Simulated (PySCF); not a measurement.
**C4H9F (SMILES CC(C)CF): levels of theory compared**

We compute a comparison of 5 runs (HF/3-21G, HF/def2-SVP, PBE/3-21G, r2SCAN/def2-SVP, MP2/6-31+G*) of C4H9F. 

The calculation is run with PySCF 2.14.0.

## (1) The structure to begin with

C4H9F: 14 atoms, total charge 0, spin state singlet. As SMILES, `CC(C)CF`. The coordinates come from a PBE0-D4/def2-TZVP relaxation. This is one conformer, not always the lowest.

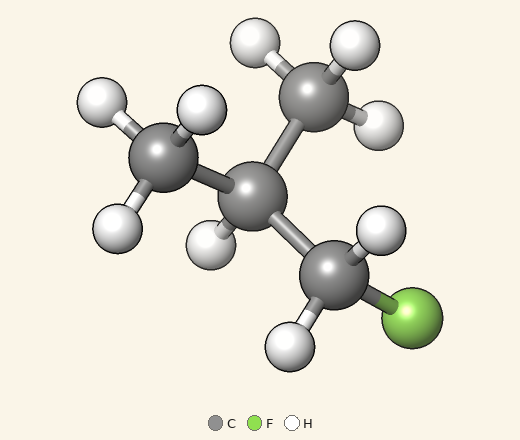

The structure, seen from a chosen angle (carbon grey, fluorine green, hydrogen white).

## (2) Energy and gradient at HF/3-21G (run 1)

File mol.xyz:

```xyz
14

C     -0.583200    -0.682500     1.156300
C      0.095300     0.314200     0.227900
C      1.372200    -0.253600    -0.370900
C     -0.877200     0.732900    -0.851400
F     -0.324000     1.707300    -1.665600
H     -0.867900    -1.590300     0.615100
H     -1.485500    -0.265300     1.611000
H      0.090500    -0.979300     1.962800
H      0.345800     1.214500     0.802300
H      2.092000    -0.504200     0.411800
H      1.160800    -1.168000    -0.934700
H      1.841900     0.459900    -1.049600
H     -1.793200     1.147600    -0.418200
H     -1.141200    -0.119300    -1.489200
```

File input.py:

```python
from pyscf import gto

mol = gto.M(
    atom='mol.xyz',
    verbose=4,
    max_memory=1860,
    charge=0,
    basis='3-21g',
)

mf = mol.RHF()
mf.conv_tol = 1e-10
mf.kernel()
if not mf.converged:
    mf = mf.newton().run(mf.mo_coeff, mf.mo_occ)

energy = mf.e_tot
print(f'total energy: {energy:.8f} hartree')
grad = mf.nuc_grad_method().kernel()
dip = mf.dip_moment()
pop, q = mf.mulliken_pop()
```

Run with:

```bash
$ OMP_NUM_THREADS=1 python input.py
```

What it wrote:

```text
PySCF version 2.14.0

[... 68 lines left out ...]
converged SCF energy = -254.751180982718
total energy: -254.75118098 hartree
[... 11 lines left out ...]
Dipole moment(X, Y, Z, Debye): -0.58575, -1.47023,  1.42006
[... 78 lines left out ...]
charge of   13H =      0.18664
```

Wall time 6.6 s (1 thread of Intel Xeon at 2.50GHz (Skylake/Cascade Lake), shared host); peak memory 0.13 GiB.

## (3) Energy and forces at HF/def2-SVP (run 2)

File job.py:

```python
import pyscf.grad
from pyscf import gto

system = gto.Mole()
system.atom = '''
C     -0.583200    -0.682500     1.156300
C      0.095300     0.314200     0.227900
C      1.372200    -0.253600    -0.370900
C     -0.877200     0.732900    -0.851400
F     -0.324000     1.707300    -1.665600
H     -0.867900    -1.590300     0.615100
H     -1.485500    -0.265300     1.611000
H      0.090500    -0.979300     1.962800
H      0.345800     1.214500     0.802300
H      2.092000    -0.504200     0.411800
H      1.160800    -1.168000    -0.934700
H      1.841900     0.459900    -1.049600
H     -1.793200     1.147600    -0.418200
H     -1.141200    -0.119300    -1.489200
'''
system.max_memory = 1860
system.verbose = 3
system.spin = 0
system.basis = 'def2-svp'
system.charge = 0
system.build()

mf = system.RHF()
mf.conv_tol = 1e-10
mf.kernel()
if not mf.converged:
    mf = mf.newton().run(mf.mo_coeff, mf.mo_occ)

energy = mf.e_tot
print(f'total energy: {energy:.8f} hartree')
grad = mf.Gradients().kernel()
mf.analyze()
```

Run with:

```bash
$ OMP_NUM_THREADS=1 python job.py
```

What it wrote:

```text
converged SCF energy = -255.959254577469
[... 12 lines left out ...]
MO #3   energy= -11.2336737402628  occ= 2
[... 13 lines left out ...]
MO #17  energy= -0.54282444612001  occ= 2
[... 13 lines left out ...]
MO #31  energy= 0.340180696154497  occ= 0
[... 13 lines left out ...]
MO #45  energy= 0.87633789167098   occ= 0
[... 13 lines left out ...]
MO #59  energy= 1.29962713076965   occ= 0
[... 13 lines left out ...]
MO #73  energy= 2.00936182142559   occ= 0
[... 13 lines left out ...]
MO #87  energy= 2.29441723909616   occ= 0
[... 13 lines left out ...]
MO #101 energy= 3.00129242438589   occ= 0
[... 13 lines left out ...]
MO #115 energy= 4.2173141122184    occ= 0
[... 15 lines left out ...]
Dipole moment(X, Y, Z, Debye): -0.58414, -1.42185,  1.38487
```

Run time: 29 s. Hardware: 1 thread of Intel Xeon at 2.50GHz (Skylake/Cascade Lake), shared host; peak memory 0.29 GiB.

Runs 3 to 4 aren't shown in full; the table further down has their settings and results.

## (4) Energy and gradient at MP2/6-31+G(d) (spherical functions) (run 5)

File calc.py:

```python
from pyscf import gto, scf, mp

system = gto.M(
    atom='''
C     -1.102088    -1.289738     2.185090
C      0.180091     0.593752     0.430669
C      2.593082    -0.479235    -0.700899
C     -1.657668     1.384980    -1.608913
F     -0.612271     3.226329    -3.147528
H     -1.640093    -3.005231     1.162371
H     -2.807188    -0.501344     3.044349
H      0.171020    -1.850609     3.709154
H      0.653467     2.295072     1.516127
H      3.953307    -0.952800     0.778189
H      2.193594    -2.207200    -1.766327
H      3.480687     0.869085    -1.983457
H     -3.388657     2.168650    -0.790283
H     -2.156555    -0.225444    -2.814180
''',
    basis='6-31+g*',
    spin=0,
    unit='bohr',
    max_memory=1860,
    verbose=4,
)

mf = scf.RHF(system)
mf.conv_tol = 1e-10
mf.kernel()
if not mf.converged:
    mf = mf.newton().run(mf.mo_coeff, mf.mo_occ)

pt = mp.MP2(mf, frozen=5).run()
e_final = pt.e_tot
print(f'total energy: {e_final:.8f} hartree')
grad = pt.nuc_grad_method().kernel()
dip = mf.dip_moment()
pop, q = mf.mulliken_pop()
```

Run with:

```bash
$ OMP_NUM_THREADS=1 python calc.py
```

What it wrote:

```text
PySCF version 2.14.0

[... 68 lines left out ...]
converged SCF energy = -256.15448367857
[... 8 lines left out ...]
total energy: -256.85507627 hartree
[... 8 lines left out ...]
Dipole moment(X, Y, Z, Debye): -0.57993, -1.46125,  1.46016
[... 123 lines left out ...]
charge of   13H =      0.18371
```

Run time: 65 s. Hardware: 1 thread of Intel Xeon at 2.50GHz (Skylake/Cascade Lake), shared host; peak memory 0.9 GiB.

## (5) The series

```csv
run,level,integration grid,frozen core orbitals,energy (Eh),dipole moment (D) of the reference,HOMO energy (eV),LUMO energy (eV),wall time
1,HF/3-21G,–,–,-254.751181,2.13,-12.53,6.84,6.6 s
2,HF/def2-SVP,–,–,-255.959255,2.07,-12.81,4.58,29 s
3,PBE/3-21G,5,–,-255.960025,1.55,-6.65,2.31,38 s
4,r2SCAN/def2-SVP,5,–,-257.345827,1.73,-7.66,1.59,2.7 min
5,MP2/6-31+G* (spherical functions),–,5,-256.855076,2.15,-12.83,2.14,65 s
```

## (6) Summary of results

| quantity | value |
| --- | --- |
| run 5: total energy | -256.85508 Eh |
| run 5: dipole moment (Hartree–Fock density) | 2.15 D |
| run 5: HOMO energy (Hartree–Fock orbitals) | -12.83 eV |
| run 5: LUMO energy (Hartree–Fock orbitals) | 2.14 eV |
| run 5: HOMO–LUMO gap (Hartree–Fock orbitals) | 14.98 eV |
| run 5: correlation energy (5 core orbitals frozen) | -700.6 mEh |
| run 5: largest force on an atom | 1.030 eV/Å |

In words: Over runs 1, 2, 3, 4 the dipole moment (its size) runs from 1.55 D (PBE/3-21G) to 2.13 D (HF/3-21G). Over runs 1, 2, 3, 4 the HOMO–LUMO gap runs from 8.96 eV (PBE/3-21G) to 19.37 eV (HF/3-21G). Exact exchange widens orbital gaps. Totals of different functionals can't be ranked against each other. All runs together took 5 min, the longest 2.7 min.
